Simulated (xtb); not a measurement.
# Run report: C2H9FSi2, molecular dynamics (part 2 of 2)

C2H9FSi2, SMILES C[SiH](C)[SiH2]F; GFN1-xTB (xtb 6.7.1). The starting geometry was optimised with GFN1-xTB.

Geometry of the input (Å):
```
C  -0.5122  -0.3806  1.7741
Si -0.0271  -0.5708  -0.0696
C  1.8522  -0.2350  -0.2324
Si -1.2992  0.8215  -1.4682
F  -1.0469  2.3490  -1.0716
H  0.0758  -1.0302  2.4343
H  -0.3694  0.6395  2.1518
H  -1.5633  -0.6249  1.9689
H  -0.1948  -1.9976  -0.3708
H  2.1282  0.7933  0.0321
H  2.4544  -0.8837  0.4158
H  2.2298  -0.3914  -1.2499
H  -2.7513  0.6911  -1.3912
H  -0.9894  0.7904  -2.8946
```

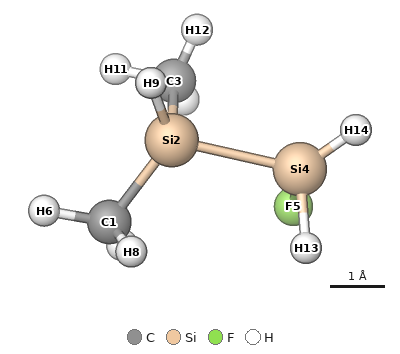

*The geometry at step 5 of the log (ball-and-stick view, seen at a tilt; atoms are numbered from 1 in the order of the input).*

Log, continued
```
 ---------------------------------------------------------------------------
     1   6 c    3.952 --     2 si   1.043     8 h    0.941     7 h    0.938
                             6 h    0.937
     2  14 si   4.349 --     3 c    1.044     1 c    1.043     4 si   0.947
                             9 h    0.913
     3   6 c    3.952 --     2 si   1.044    12 h    0.941    10 h    0.938
                            11 h    0.937
     4  14 si   4.225 --     5 f    1.291     2 si   0.947    14 h    0.920
                            13 h    0.920
     5   9 f    1.331 --     4 si   1.291
     6   1 h    0.998 --     1 c    0.937
     7   1 h    0.998 --     1 c    0.938
     8   1 h    0.998 --     1 c    0.941
     9   1 h    0.989 --     2 si   0.913
    10   1 h    0.998 --     3 c    0.938
    11   1 h    0.998 --     3 c    0.937
    12   1 h    0.998 --     3 c    0.941
    13   1 h    0.991 --     4 si   0.920
    14   1 h    0.991 --     4 si   0.920
 ---------------------------------------------------------------------------

Topologies differ in total number of bonds
Writing topology from bond orders to xtbtopo.mol

 dipole moment from electron density (au)
     X       Y       Z
   0.2862  -0.3802   0.3127  total (Debye):    1.447

           -------------------------------------------------
          | TOTAL ENERGY              -18.011831825586 Eh   |
          | GRADIENT NORM               0.000049240928 Eh/α |
          | HOMO-LUMO GAP               4.488785756791 eV   |
           -------------------------------------------------
           -------------------------------------------------
          |               Molecular Dynamics                |
           -------------------------------------------------
 trajectories on xtb.trj or xtb.trj.<n>

 MD time /ps        :    0.20
 dt /fs             :    0.10
 SCC accuracy       :    2.00
 temperature /K     :  500.00
 max steps          :  2000
 block length (av.) :  5000
 dumpstep(trj) /fs  :   20.00   200
 dumpstep(coords)/fs: 1000.00 10000
 H atoms mass (amu) :     1
 # deg. of freedom  :    42
 SHAKE off
         time (ps)    <Epot>      Ekin   <T>   T     Etot       error
      0    0.00      0.00000   0.1948    0.    0.   -17.81707   -0.0000
    200    0.02    -17.82674   0.0795 1257. 1195.   -17.83235    0.0006
    400    0.04    -17.87685   0.0548 1344.  823.   -17.83211    0.0002
    600    0.06    -17.89214   0.0732 1352. 1101.   -17.83236    0.0005
    800    0.08    -17.89675   0.1037 1310. 1559.   -17.83383    0.0019
   1000    0.10    -17.90148   0.0837 1314. 1258.   -17.83101   -0.0009
   1200    0.12    -17.90500   0.0682 1322. 1025.   -17.83151   -0.0004
   1400    0.14    -17.90731   0.0762 1325. 1145.   -17.83231    0.0004
   1600    0.16    -17.90919   0.0929 1329. 1397.   -17.83074   -0.0012
   1800    0.18    -17.91018   0.0995 1326. 1497.   -17.83172   -0.0002
 average properties
 Epot               :  -17.911650315340019
 Epot (accurate SCC):  -17.920421504662603
 Ekin               :   8.8630013818438866E-002
 Etot               :  -17.823020301521581
 T                  :   1332.7224376902641
 normal exit of md()

------------------------------------------------------------------------
------------------------------------------------------------------------
 total:
 *  cpu-time:     0 d,  0 h,  0 min, 38.857 sec
 * ratio c/w:     1.000 speedup
 SCF:
 *  cpu-time:     0 d,  0 h,  0 min,  0.029 sec
 * ratio c/w:     0.997 speedup
 MD:
 *  cpu-time:     0 d,  0 h,  0 min, 38.814 sec
 * ratio c/w:     1.000 speedup
```

Standard error
```
normal termination of xtb
```

Trajectory as extended XYZ (Å, eV, eV/Å), 10 frames, from step=0 to step=9
```
14
Properties=species:S:1:pos:R:3 step=0 time_fs=0.0 energy=-490.12691
C    -0.5122   -0.3806    1.7741
Si   -0.0271   -0.5708   -0.0696
C     1.8522   -0.2350   -0.2324
Si   -1.2992    0.8215   -1.4682
F    -1.0469    2.3490   -1.0716
H     0.0758   -1.0302    2.4343
H    -0.3694    0.6395    2.1518
H    -1.5633   -0.6249    1.9689
H    -0.1948   -1.9976   -0.3708
H     2.1282    0.7933    0.0321
H     2.4544   -0.8837    0.4158
H     2.2298   -0.3914   -1.2499
H    -2.7513    0.6911   -1.3912
H    -0.9894    0.7904   -2.8946
14
Properties=species:S:1:pos:R:3 step=1 time_fs=20.0 energy=-487.40504
C    -0.5520   -0.3443    1.8994
Si   -0.0468   -0.6030   -0.0285
C     1.8610   -0.1783   -0.2577
Si   -1.3404    0.8377   -1.5865
F    -0.9196    2.2818   -0.9730
H     0.0987   -1.2740    1.9891
H    -0.2186    0.6296    2.3268
H    -1.4759   -0.4578    2.2102
H    -0.6604   -2.0934   -0.4162
H     1.7726    0.9164   -0.2071
H     2.9754   -0.2720    0.0327
H     2.0134   -0.0984   -1.3235
H    -2.7234   -0.0111   -1.6274
H    -1.1332    1.2280   -2.8253
14
Properties=species:S:1:pos:R:3 step=2 time_fs=40.0 energy=-486.72618
C    -0.3891   -0.4077    1.8178
Si   -0.1029   -0.5539   -0.0219
C     1.6332   -0.0066   -0.3897
Si   -1.2588    0.7863   -1.5967
F    -0.9133    2.1961   -0.8778
H    -0.3115   -1.2482    2.8511
H    -0.1999    0.7051    2.1014
H    -1.6104   -0.1839    1.8200
H     0.2661   -2.1740   -0.0809
H     2.2026    1.0274   -0.1079
H     1.7323   -0.8517    0.3887
H     2.2694   -0.2965   -1.2985
H    -2.8558    1.2666   -1.5109
H    -0.9020    0.7134   -3.1496
14
Properties=species:S:1:pos:R:3 step=3 time_fs=60.0 energy=-487.23574
C    -0.4925   -0.2649    1.7726
Si   -0.1605   -0.5764   -0.0979
C     1.7403    0.0251   -0.3022
Si   -1.2901    0.7627   -1.5130
F    -0.8220    2.1371   -0.8259
H    -0.0962   -1.1034    2.0856
H     0.0213    0.4847    2.4106
H    -1.4763   -0.2212    2.4732
H    -0.3010   -1.8834   -0.7746
H     1.5325    1.1565   -0.4904
H     2.5485   -0.4334    0.1262
H     1.7808    0.0206   -1.4840
H    -2.5136    0.8508   -2.2786
H    -0.1862    0.4085   -2.7667
14
Properties=species:S:1:pos:R:3 step=4 time_fs=80.0 energy=-488.10484
C    -0.5054   -0.3256    1.7394
Si   -0.1540   -0.6374   -0.0580
C     1.6403    0.0632   -0.3862
Si   -1.2757    0.7758   -1.5487
F    -0.7783    2.1800   -0.8208
H     0.1257   -1.1455    2.5435
H    -0.0512    0.6353    1.9773
H    -1.4730   -0.0919    2.0898
H    -0.2979   -1.9476    0.1036
H     1.5546    1.1277   -0.3550
H     2.3642   -0.3945    0.3873
H     2.0661    0.1113   -1.3913
H    -2.5119    0.5182   -2.0279
H    -0.5275    1.2663   -2.8326
14
Properties=species:S:1:pos:R:3 step=5 time_fs=100.0 energy=-487.48288
C    -0.4800   -0.2171    1.8603
Si   -0.1169   -0.7308   -0.0504
C     1.5361    0.0400   -0.3893
Si   -1.1994    0.8499   -1.6135
F    -0.8646    2.1779   -0.8374
H    -0.0757   -1.1343    2.6549
H    -0.3425    0.8055    2.1036
H    -1.4973   -0.4503    1.6688
H     0.2513   -2.1008   -0.5369
H     1.7721    1.0360   -0.1378
H     2.2649   -0.3174    0.4278
H     2.0361   -0.1931   -1.2855
H    -2.5503    1.1622   -0.9686
H    -1.2061    0.8287   -2.9229
14
Properties=species:S:1:pos:R:3 step=6 time_fs=120.0 energy=-487.07514
C    -0.6585   -0.3013    1.7297
Si   -0.0881   -0.6735   -0.0945
C     1.7877   -0.0169   -0.3061
Si   -1.2957    0.7960   -1.4725
F    -0.8002    2.2901   -0.9011
H     0.0427   -0.7643    2.1884
H    -0.2484    0.7533    1.5997
H    -1.5514   -0.5661    2.4793
H    -0.4528   -2.3120   -0.1480
H     1.7539    1.1135   -0.0725
H     2.7768   -0.0365    0.1405
H     1.8684   -0.4512   -1.3048
H    -2.8689    0.4739   -1.8699
H    -0.8740    0.8956   -2.9494
14
Properties=species:S:1:pos:R:3 step=7 time_fs=140.0 energy=-487.31422
C    -0.6229   -0.2706    1.6405
Si   -0.0475   -0.5825   -0.0977
C     1.7733   -0.1359   -0.3671
Si   -1.3150    0.7993   -1.3670
F    -0.8699    2.2505   -1.0153
H    -0.0516   -0.7689    2.7346
H    -0.6779    0.6710    2.2063
H    -1.5084   -1.0916    1.5656
H    -0.0749   -2.1309   -0.4020
H     1.7897    0.9697    0.2205
H     2.1426   -0.6209    0.5402
H     2.5191   -0.3739   -1.2220
H    -2.7874    0.9083   -1.6550
H    -0.4343    0.7089   -2.8267
14
Properties=species:S:1:pos:R:3 step=8 time_fs=160.0 energy=-487.72723
C    -0.6501   -0.3980    1.7337
Si    0.0042   -0.5525   -0.1029
C     1.8975   -0.1927   -0.2226
Si   -1.3192    0.8050   -1.4589
F    -0.9425    2.3561   -1.0353
H    -0.1657   -0.5551    2.8583
H    -0.8486    0.6582    2.1327
H    -1.4438   -1.0342    1.7726
H    -0.0301   -1.8222   -0.4430
H     2.4417    0.6679    0.0272
H     2.2625   -0.9875    0.4976
H     1.8984   -0.6113   -1.3104
H    -2.6230    0.9249   -1.1564
H    -1.6938    0.2321   -2.9646
14
Properties=species:S:1:pos:R:3 step=9 time_fs=180.0 energy=-487.93406
C    -0.7200   -0.5028    1.7075
Si    0.0438   -0.5011   -0.0057
C     2.0710   -0.3825   -0.1554
Si   -1.4022    0.8724   -1.4852
F    -0.9976    2.3462   -1.1705
H     0.1997   -0.7943    1.9204
H    -0.8823    0.5754    1.9512
H    -1.5374   -0.9591    2.2464
H    -0.1944   -1.8679   -0.3946
H     2.0985    0.6313    0.1093
H     2.9622   -0.8703    0.3334
H     2.3049   -0.4966   -1.1610
H    -2.5983    0.4420   -0.6906
H    -1.5358    1.2038   -2.8177
```

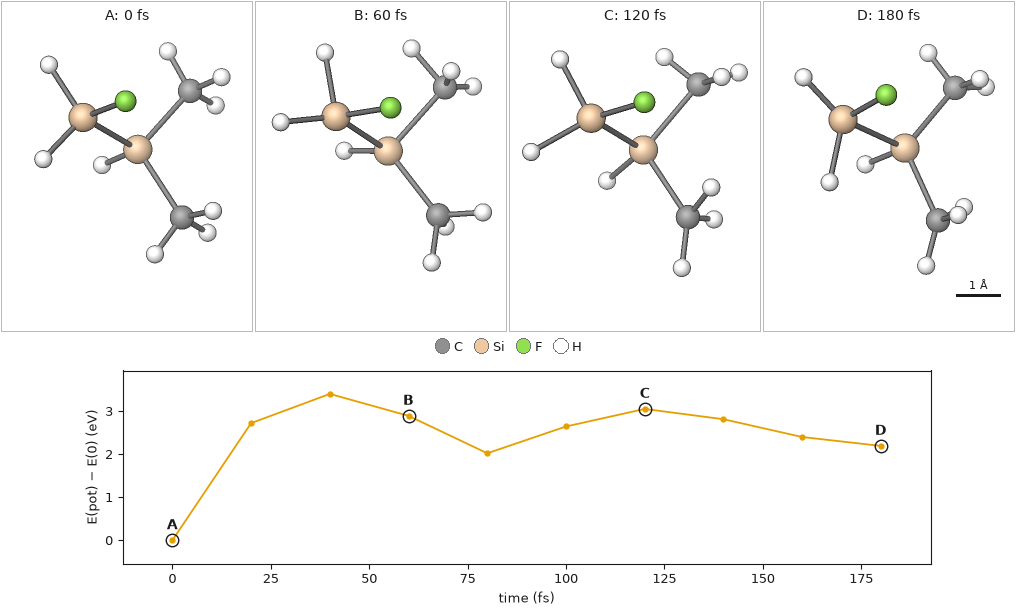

*Frames of the molecular dynamics (ball-and-stick, seen at a tilt) above the curves, on which the letters mark them.*

The trajectory kept here has 10 frames over 180 fs. The potential energy ends 2.193 eV above its first value. After an unweighted best fit of the last frame on the first, the root-mean-square displacement is 0.40 Å, and H13 has moved furthest (0.65 Å).

Key numbers

| quantity | value |
| --- | --- |
| outcome | finished |
| trajectory | 10 frames kept, 180 fs |
| electrons treated | 32 |
| potential energy (first step) | −18.011832 hartree |
| dispersion energy (first step) | −0.005025 hartree |
| basis functions (first step) | 50 |
| hardware | 1 thread of Intel Xeon @ 2.70GHz, 189 GiB of memory available, shared host |
| wall time | 39 s |
| peak memory | 0.071 GiB |

So short a trajectory is not equilibrated.
